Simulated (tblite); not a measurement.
Run report: C$_{5}$H$_{12}$AlFS$_{2}$, geometry relaxation (part 1 of 2)

- system: C$_{5}$H$_{12}$AlFS$_{2}$
- method: GFN2-xTB geometry optimisation, gas phase (tblite 0.8.0)

It belongs to a series of runs on one base structure; here: H on C replaced by SH.

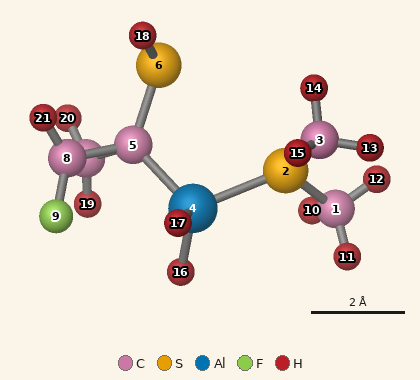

Figure 1. The input geometry (ball-and-stick view, seen at a tilt; atoms are numbered from 1 in the order of the input). Sticks mark near contacts.

### Results in brief

```json
{"quantity": "outcome", "value": "converged"}
{"quantity": "total energy", "value": "−792.1281 eV"}
{"quantity": "hardware", "value": "1 CPU thread, shared host"}
{"quantity": "wall time", "value": "1.8 s"}
{"quantity": "peak memory", "value": "0.18 GiB"}
```

### Input file
```
{"job": {"kind": "relax", "xc": "GFN2-xTB", "basis": "xTB"}, "charge": 0, "multiplicity": 1}
C      2.715500    -1.523500     0.099800
S      1.696400    -0.097300     0.007000
C      2.529900     1.431700    -0.028600
Al    -0.197000    -0.165900     1.086600
C     -1.662600     0.037600    -0.223000
S     -1.259300     0.844000    -1.794100
C     -2.767900    -0.968700    -0.307600
C     -3.004400     0.352900     0.401700
F     -3.077600     0.224400     1.770400
H      2.100900    -2.392000    -0.255600
H      3.087700    -1.784500     1.096300
H      3.526600    -1.407100    -0.646900
H      3.631100     1.353200     0.017000
H      2.304200     1.901300    -1.028300
H      2.191400     2.184600     0.723800
H     -0.426400    -1.497400     1.973700
H     -0.316200     1.071500     2.109100
H     -1.528200     2.216400    -1.778000
H     -2.705900    -1.896800     0.318100
H     -3.297600    -1.032000    -1.275700
H     -3.549400     1.164400    -0.111400
```

The first line tells a small driver script what to run in tblite; the rest is the geometry in Å.

Run as:
```bash
OMP_NUM_THREADS=1 python <driver script> task.json out
```

### Log
```
step      E/eV     max force
  0    -789.99024    4.069
  1    -790.53595    2.977
  2    -790.92955    1.291
  3    -791.06145    0.831
  4    -791.21102    0.713
  5    -791.29480    0.613
  6    -791.34528    0.650
  7    -791.38632    0.647
  8    -791.41921    0.565
  9    -791.44557    0.387
 10    -791.47277    0.375
 11    -791.49515    0.291
 12    -791.51332    0.349
 13    -791.53293    0.396
 14    -791.55589    0.412
 15    -791.57847    0.329
 16    -791.59626    0.238
 17    -791.60916    0.236
 18    -791.62227    0.290
 19    -791.63657    0.277
 20    -791.64967    0.243
 21    -791.66272    0.319
 22    -791.67723    0.330
 23    -791.69075    0.314
 24    -791.70289    0.301
 25    -791.71419    0.245
 26    -791.72432    0.244
 27    -791.73443    0.230
 28    -791.74611    0.258
 29    -791.76091    0.359
 30    -791.77933    0.392
 31    -791.79409    0.473
 32    -791.80379    0.409
 33    -791.82392    0.296
 34    -791.83487    0.180
 35    -791.84735    0.203
 36    -791.85615    0.199
 37    -791.86383    0.226
 38    -791.87008    0.224
 39    -791.87662    0.235
 40    -791.88497    0.235
 41    -791.89513    0.219
 42    -791.90409    0.183
 43    -791.91025    0.211
 44    -791.91267    0.291
 45    -791.91917    0.134
 46    -791.92335    0.103
 47    -791.92828    0.103
 48    -791.93026    0.101
 49    -791.93407    0.157
 50    -791.93771    0.144
 51    -791.94286    0.168
 52    -791.94628    0.150
 53    -791.94981    0.113
 54    -791.95339    0.122
 55    -791.95716    0.178
 56    -791.96082    0.203
 57    -791.96464    0.168
 58    -791.96883    0.199
 59    -791.97321    0.194
 60    -791.97707    0.190
 61    -791.97932    0.143
 62    -791.98077    0.186
 63    -791.98231    0.100
 64    -791.98393    0.095
 65    -791.98551    0.087
 66    -791.98788    0.097
 67    -791.99030    0.116
 68    -791.99267    0.095
 69    -791.99469    0.094
 70    -791.99644    0.087
 71    -791.99777    0.068
 72    -791.99866    0.054
 73    -791.99928    0.050
 74    -791.99989    0.068
 75    -792.00074    0.088
 76    -792.00208    0.091
 77    -792.00387    0.090
 78    -792.00568    0.085
 79    -792.00738    0.079
 80    -792.00908    0.081
 81    -792.01076    0.078
 82    -792.01218    0.075
 83    -792.01311    0.075
 84    -792.01381    0.069
 85    -792.01454    0.063
 86    -792.01576    0.071
 87    -792.01699    0.086
 88    -792.01820    0.082
 89    -792.01931    0.068
 90    -792.02031    0.072
 91    -792.02134    0.078
 92    -792.02248    0.075
 93    -792.02378    0.076
 94    -792.02523    0.083
 95    -792.02677    0.079
 96    -792.02832    0.134
 97    -792.03021    0.136
 98    -792.03287    0.093
 99    -792.03523    0.099
100    -792.03745    0.105
101    -792.04077    0.145
102    -792.04497    0.152
103    -792.04997    0.159
104    -792.05385    0.160
105    -792.05594    0.229
106    -792.05773    0.116
107    -792.05899    0.056
108    -792.05992    0.062
109    -792.06082    0.060
110    -792.06162    0.062
111    -792.06260    0.078
112    -792.06351    0.079
113    -792.06436    0.073
114    -792.06520    0.069
115    -792.06609    0.076
116    -792.06708    0.084
117    -792.06818    0.084
118    -792.06948    0.076
119    -792.07104    0.101
120    -792.07299    0.104
121    -792.07518    0.146
122    -792.07778    0.130
123    -792.08011    0.173
124    -792.08219    0.085
125    -792.08349    0.129
126    -792.08458    0.093
127    -792.08557    0.084
128    -792.08730    0.075
129    -792.08919    0.092
130    -792.09111    0.102
131    -792.09239    0.082
132    -792.09314    0.070
133    -792.09365    0.068
134    -792.09405    0.074
135    -792.09446    0.063
136    -792.09483    0.053
137    -792.09545    0.054
138    -792.09603    0.057
139    -792.09728    0.072
140    -792.09868    0.089
141    -792.10020    0.095
142    -792.10173    0.084
143    -792.10292    0.130
144    -792.10313    0.243
145    -792.10567    0.105
146    -792.10699    0.085
147    -792.10894    0.112
148    -792.11077    0.085
149    -792.11321    0.110
150    -792.11586    0.098
151    -792.11573    0.336
152    -792.11948    0.073
153    -792.12110    0.061
154    -792.12390    0.146
155    -792.12452    0.060
156    -792.12540    0.040
157    -792.12604    0.053
158    -792.12638    0.042
159    -792.12674    0.046
160    -792.12697    0.030
161    -792.12713    0.020
162    -792.12727    0.025
163    -792.12738    0.026
164    -792.12746    0.021
165    -792.12752    0.017
166    -792.12759    0.019
167    -792.12765    0.016
168    -792.12770    0.019
169    -792.12775    0.018
170    -792.12780    0.013
171    -792.12784    0.012
172    -792.12788    0.014
173    -792.12792    0.013
174    -792.12795    0.012
175    -792.12799    0.011
176    -792.12801    0.013
177    -792.12804    0.011
178    -792.12806    0.009
```

### Trajectory as extended XYZ (Å, eV, eV/Å), 11 of the 179 frames kept, from step=0 to step=178
```
21
Properties=species:S:1:pos:R:3:forces:R:3 step=0 energy=-789.99024
C     2.7155   -1.5235    0.0998    1.1850  -1.7190  -0.5810
S     1.6964   -0.0973    0.0070   -0.8480  -0.4270  -0.9590
C     2.5299    1.4317   -0.0286    1.4150   2.6790  -0.8390
Al   -0.1970   -0.1659    1.0866   -2.7080  -0.0940   3.0350
C    -1.6626    0.0376   -0.2230    0.3440   0.1590   0.4160
S    -1.2593    0.8440   -1.7941    0.0590   0.8580  -1.1380
C    -2.7679   -0.9687   -0.3076   -1.1380   0.2120  -0.1450
C    -3.0044    0.3529    0.4017    0.7430  -1.0460  -0.8240
F    -3.0776    0.2244    1.7704   -0.0680   0.6980  -0.5660
H     2.1009   -2.3920   -0.2556    0.2660   0.8290   0.3220
H     3.0877   -1.7845    1.0963    0.0430   0.3100  -0.2430
H     3.5266   -1.4071   -0.6469   -0.2170  -0.1250   0.6030
H     3.6311    1.3532    0.0170   -0.5440  -0.1880   0.1810
H     2.3042    1.9013   -1.0283    0.1670  -0.4430   0.7740
H     2.1914    2.1846    0.7238    0.1030  -0.9240  -0.2260
H    -0.4264   -1.4974    1.9737    0.5340   0.0840  -0.7050
H    -0.3162    1.0715    2.1091    0.6060   0.0130  -0.5820
H    -1.5282    2.2164   -1.7780   -0.0290  -1.0100   0.5970
H    -2.7059   -1.8968    0.3181   -0.0520   1.0810  -0.7150
H    -3.2976   -1.0320   -1.2757    0.3510  -0.3920   0.6140
H    -3.5494    1.1644   -0.1114   -0.2120  -0.5550   0.9810
21
Properties=species:S:1:pos:R:3:forces:R:3 step=18 energy=-791.62227
C     2.7057   -1.4597    0.0872   -0.0310   0.0600   0.0210
S     1.5045   -0.1303   -0.2118   -0.1760  -0.0360  -0.0920
C     2.5199    1.3751   -0.0473   -0.0660  -0.1110   0.0130
Al   -0.5269   -0.0954    1.2950    0.1800  -0.0480   0.2220
C    -1.6331    0.0459   -0.3969   -0.0700   0.0730  -0.0140
S    -1.3938    0.8813   -1.9989   -0.0910   0.0090  -0.1010
C    -2.7677   -0.9601   -0.3634   -0.0430   0.0170   0.0570
C    -2.9269    0.3573    0.2868   -0.0910  -0.0360   0.0670
F    -2.6887    0.3575    1.6810   -0.0180  -0.1310  -0.1100
H     2.1960   -2.3797   -0.1680   -0.0640  -0.0810   0.0240
H     3.0418   -1.4900    1.1147   -0.0110   0.0620   0.1370
H     3.5312   -1.3024   -0.5930    0.1590  -0.0310  -0.0600
H     3.5488    1.0791    0.0854    0.1580   0.0020   0.0350
H     2.3971    1.9204   -0.9724    0.0340   0.1300  -0.1160
H     2.1796    1.9761    0.7854   -0.0780  -0.0040   0.1480
H    -0.3693   -1.5196    1.8857   -0.0740  -0.0800  -0.0680
H    -0.1009    1.1483    2.1221    0.0220   0.0960  -0.1470
H    -1.5292    2.0916   -1.4707    0.0780   0.1320  -0.0860
H    -2.7015   -1.8176    0.2946    0.1800  -0.0700  -0.0460
H    -3.2979   -1.1317   -1.2904   -0.1230  -0.0090   0.0960
H    -3.6976    1.0708    0.0290    0.1240   0.0570   0.0210
21
Properties=species:S:1:pos:R:3:forces:R:3 step=36 energy=-791.85615
C     2.6741   -1.4476    0.1631   -0.0070   0.0950   0.0120
S     1.5715   -0.1748   -0.5194   -0.0400   0.0080  -0.0350
C     2.4699    1.3237   -0.0096   -0.0470  -0.0680   0.0440
Al   -0.4489   -0.1085    1.0368   -0.0130   0.1020   0.0120
C    -1.7268    0.1713   -0.5163   -0.0940  -0.0490  -0.0050
S    -1.8332    1.0562   -2.1029   -0.0040   0.1110   0.1140
C    -2.7336   -0.9476   -0.3448   -0.0910   0.0430   0.0850
C    -2.9043    0.3171    0.4042    0.0570  -0.0340   0.0550
F    -2.4471    0.2333    1.7411    0.0630  -0.0210  -0.0980
H     2.1736   -2.4009    0.0521   -0.0290  -0.0650  -0.0250
H     2.8618   -1.2460    1.2094    0.0010  -0.0150   0.1430
H     3.6001   -1.4345   -0.4065   -0.0410  -0.0470   0.0250
H     3.5019    1.0605    0.1765    0.0960  -0.0230   0.0100
H     2.4162    2.0389   -0.8189   -0.0610   0.0530  -0.1150
H     2.0075    1.7355    0.8831    0.0030   0.0230   0.0590
H    -0.4141   -1.5260    1.6791    0.1320  -0.0340  -0.1280
H     0.0501    1.1814    1.7320    0.0650   0.0740   0.0980
H    -1.2322    2.1565   -1.6426   -0.0140  -0.0690  -0.0840
H    -2.4211   -1.8153    0.2376   -0.0660   0.0950  -0.1020
H    -3.4308   -1.1564   -1.1435   -0.0150  -0.0350   0.0210
H    -3.7432    1.0002    0.3438    0.1050  -0.1460  -0.0850
21
Properties=species:S:1:pos:R:3:forces:R:3 step=53 energy=-791.94981
C     2.5857   -1.4452    0.2837   -0.0020   0.0350   0.0210
S     1.6393   -0.1641   -0.5907   -0.0520  -0.0210   0.0030
C     2.4803    1.3347   -0.0082    0.0090  -0.0500  -0.0440
Al   -0.3890   -0.0598    0.8795    0.0320   0.0060   0.0780
C    -1.7959    0.2246   -0.5674    0.0260  -0.0150   0.0100
S    -2.1069    1.2214   -2.0582   -0.0450  -0.0530   0.0740
C    -2.7468   -0.9365   -0.3564    0.0510   0.0040  -0.0620
C    -2.8610    0.2694    0.4887    0.0280  -0.0310  -0.0190
F    -2.2710    0.1184    1.7663    0.0320  -0.0250  -0.0940
H     2.0541   -2.3837    0.1723   -0.0730   0.0090  -0.0340
H     2.6803   -1.2053    1.3379   -0.0570   0.0620   0.0220
H     3.5604   -1.5238   -0.1865    0.0500   0.0250   0.0130
H     3.5336    1.1145    0.1118    0.0670   0.0050   0.0070
H     2.3472    2.0837   -0.7809   -0.0120   0.0570   0.0030
H     2.0350    1.6709    0.9266    0.0600  -0.0010  -0.0180
H    -0.1776   -1.5317    1.3510   -0.0700  -0.0320   0.0260
H     0.0871    1.2030    1.6680    0.0190  -0.0270  -0.0360
H    -1.0975    2.0542   -1.8362    0.0540   0.0690  -0.0290
H    -2.3247   -1.8283    0.1015   -0.0970   0.0440   0.0380
H    -3.5258   -1.1268   -1.0807   -0.0150   0.0070   0.0110
H    -3.7158    0.9272    0.5322   -0.0060  -0.0690   0.0300
21
Properties=species:S:1:pos:R:3:forces:R:3 step=71 energy=-791.99777
C     2.4566   -1.3630    0.3868    0.0120   0.0020   0.0200
S     1.6612   -0.1120   -0.6465    0.0030   0.0070  -0.0140
C     2.5701    1.3538   -0.0792   -0.0060  -0.0010  -0.0060
Al   -0.3557   -0.1037    0.8346    0.0310  -0.0140   0.0450
C    -1.8006    0.2311   -0.5640   -0.0540  -0.0170  -0.0370
S    -2.2142    1.3194   -1.9593   -0.0030   0.0220  -0.0330
C    -2.7533   -0.9393   -0.3963    0.0360  -0.0050  -0.0280
C    -2.8167    0.2027    0.5369   -0.0120  -0.0340   0.0340
F    -2.1611   -0.0313    1.7701   -0.0070   0.0040  -0.0030
H     1.9361   -2.2985    0.2098    0.0180  -0.0110   0.0050
H     2.3714   -1.0874    1.4364   -0.0260   0.0010  -0.0190
H     3.4966   -1.4572    0.0908    0.0350   0.0280   0.0060
H     3.6321    1.1337   -0.1027    0.0120  -0.0120  -0.0260
H     2.3458    2.1618   -0.7680   -0.0200  -0.0130   0.0000
H     2.2525    1.6210    0.9264   -0.0080  -0.0030  -0.0050
H    -0.1975   -1.6000    1.2520   -0.0060  -0.0330  -0.0280
H     0.2043    1.1107    1.6411   -0.0190  -0.0200   0.0230
H    -1.0523    1.9641   -1.9777    0.0450   0.0120   0.0120
H    -2.3528   -1.8746   -0.0167    0.0150   0.0500   0.0350
H    -3.5611   -1.0576   -1.1063   -0.0080   0.0140   0.0490
H    -3.6702    0.8432    0.6862   -0.0390   0.0230  -0.0320
```
